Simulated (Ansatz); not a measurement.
# BrFH5NSi2: the cost of one run

The runs use Ansatz 0.2.0, Gaussian basis; functionals in def2-TZVPP, the program's frozen cores in correlated methods.

Plan: PBE-D4, r2SCAN-D4, PBE0-D4, B3LYP-D4, ωB97X-V, ωB97M-V, B2PLYP; CCSD(T)/def2-TZVPP; MP2/def2-QZVPP; extrapolation to the limit.

## 1. Structure used throughout

An earlier PBE0-D4 in a triple-zeta def2 set relaxation fixed the geometry.

SMILES `F[SiH](Br)N[SiH3]`, 10 atoms, charge 0, spin multiplicity 1.

Atoms are counted from 1 here; the program's logs count them from 0.

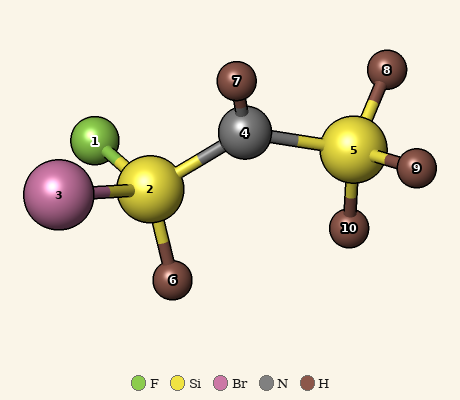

The structure; fluorine green, silicon yellow, bromine pink, nitrogen grey, hydrogen brown; atoms are numbered from 1 in the order of the file.

## 2. PBE-D4 (GGA)

in.yaml reads:

```yaml
crystal:
  periodic: [false, false, false]
  atoms:
    - {symbol: F, position_ang: [-1.304708, 0.213194, 2.200399]}
    - {symbol: Si, position_ang: [0.106510, 0.106610, 1.472444]}
    - {symbol: Br, position_ang: [1.447779, 1.471400, 2.574120]}
    - {symbol: N, position_ang: [0.040131, 0.573356, -0.155173]}
    - {symbol: Si, position_ang: [-0.170082, -0.445248, -1.546254]}
    - {symbol: H, position_ang: [0.557308, -1.288316, 1.593689]}
    - {symbol: H, position_ang: [0.092719, 1.568252, -0.329765]}
    - {symbol: H, position_ang: [-1.437224, -0.136872, -2.258182]}
    - {symbol: H, position_ang: [0.953542, -0.272635, -2.502600]}
    - {symbol: H, position_ang: [-0.202874, -1.841041, -1.045579]}
basis:
  gaussian: {orbitals: def2-TZVPP}
hamiltonian: {xc: pbe, dispersion: d4}
output: {forces: true, orbitals: {seedname: orbitals}}
```

On the command line:

```sh
$ ansatz run in.yaml --threads 4 --pin off --events-out ev --progress --plain --max-ram 10444MiB
```

Q: Estimate wall time and peak memory on 4 threads of Arm Neoverse V1, shared host.

About 3.1 s, with a peak of 0.4 GiB.
